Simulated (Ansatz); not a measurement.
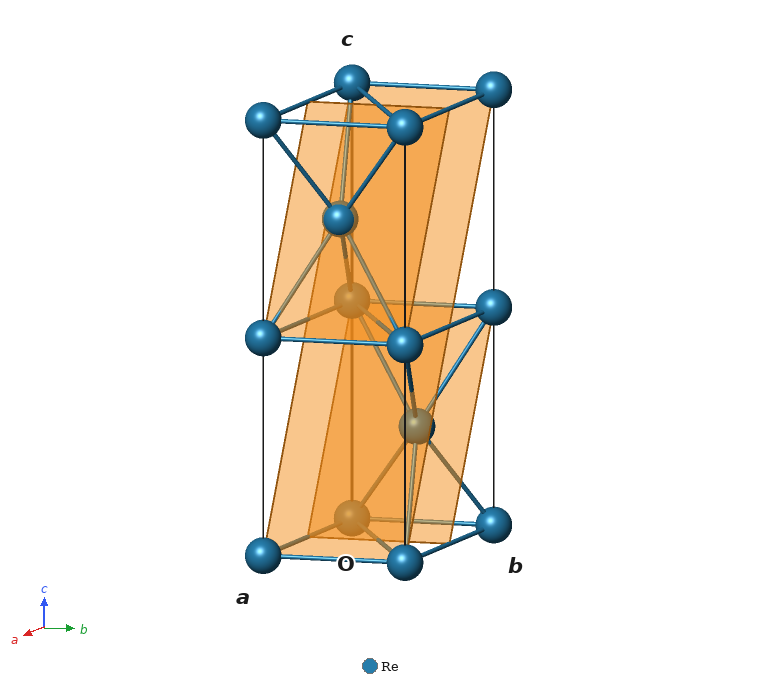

Crystal: Re, the input geometry of an electronic-structure calculation (not necessarily at equilibrium); the starting structure was generated, so it need not be a known form of this composition. Every member of one family of equally spaced planes, hx + ky + lz = a whole number, that cuts the unit cell is shaded (one member passes through the origin O, touching the cell only at an edge or corner). Geometry calculated from the standardised cell; symmetry tolerance 0.002 Å.

a = 2.787 Å, b = 2.787 Å, c = 8.985 Å, α = 90.00°, β = 90.00°, γ = 120.00°.

### Index the planes.

(2 0 2), in four indices (2 0 −2 2); the opposite sign names the same planes. The member next to the origin meets the axes a at 1/2, b never, c at 1/2.

### What is the spacing?

d = 1.165 Å.

### Which atoms of the cell lie in these planes (within 0.03 Å)?

2 of the 4 Re.

### The space group is No. 194, P6_3/mmc. How many reflections hkl are equivalent to this one (itself included), and does it occur?

12 reflections are equivalent in the Laue class 6/mmm. The space group allows the reflection.
